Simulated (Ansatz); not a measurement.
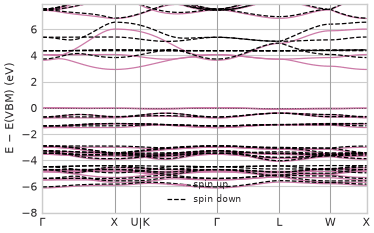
Band structure from the program Ansatz at the r²SCAN level (PAW)

Task: Read off the gap and where the band edges lie.

Result: About 2.9 eV (2.93 eV by a search for the band edges); maximum at Γ, minimum at X.

Task: Pick the material that matches.
A. Rb2CrAgF6, Fm-3m (Rb on 8c, Cr on 4a, Ag on 4b, F on 24e)
B. CdF2, fluorite
C. Li2H6Pt, Fm-3m (Li on 8c, H on 24e, Pt on 4a)
D. Cs2MnF6, Fm-3m (Cs on 8c, Mn on 4a, F on 24e)

Result: A, Rb2CrAgF6, Fm-3m (Rb on 8c, Cr on 4a, Ag on 4b, F on 24e)

The workflow started from a Materials Project entry (that database holds measured and hypothetical structures alike); the Crystallography Open Database copy checked does not list it. Whether it is the stable phase at ambient conditions was not checked. The cell was relaxed with r²SCAN under the symmetry of its start; its stability against distortions is not shown here. Magnetic state: ferromagnetic, chosen from 3 collinear starts compared on coarse meshes (ties went to the first, and starts can fall back to one state), not a proven ground state. Other orbital occupations within this spin state were not tried. No Hubbard U is applied. Scalar-relativistic: spin–orbit coupling is off unless named, which matters more the heavier the elements.

Potentials: the later of the program's two PAW sets.
